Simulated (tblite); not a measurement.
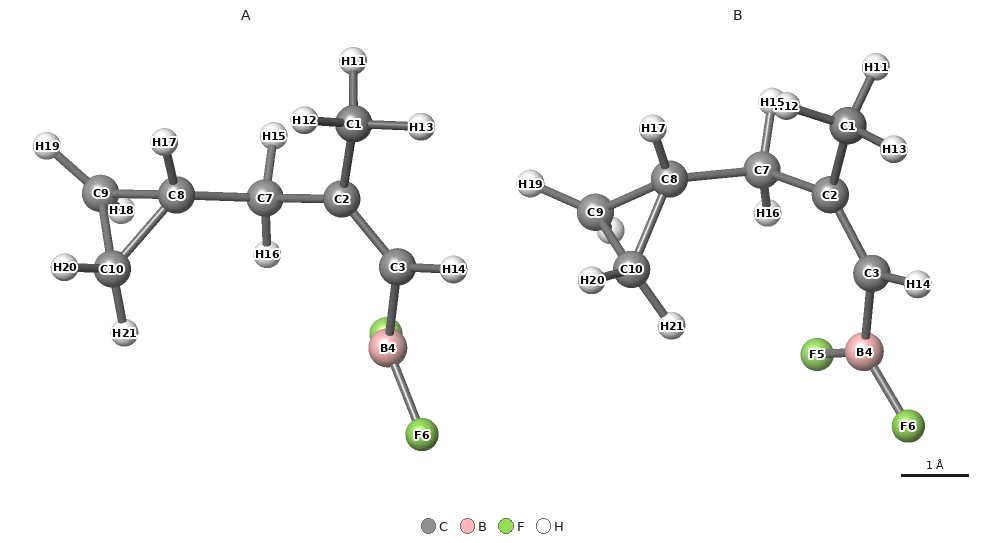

Two geometries of C$_{7}$H$_{11}$BF$_{2}$, drawn at one scale. One is the start of a relaxation, the other its converged end. Style: ball-and-stick. Shown at a tilt.

The calculation used GFN2-xTB geometry optimisation, gas phase (tblite 0.8.0). 

### Which one is relaxed?

Structure B is the relaxed one. F5 moves most after the best rigid fit: 1.01 Å. By element the largest moves are F 1.01 Å, H 0.89 Å, C 0.44 Å, B 0.24 Å. Some distances before and after: B4–F6 1.461 → 1.326 Å, B4–F5 1.446 → 1.327 Å, C3–B4 1.585 → 1.536 Å, C8–H17 1.130 → 1.083 Å. Among the angles between lasting bonds that change: C9–C8–H17 108.8° → 116.7°, C2–C3–B4 121.8° → 129.4°, C7–C8–C9 112.6° → 119.7°. Groups turn about C7–C8 by about 30°. The energy falls by 123.0 kJ/mol in 158 geometry steps.
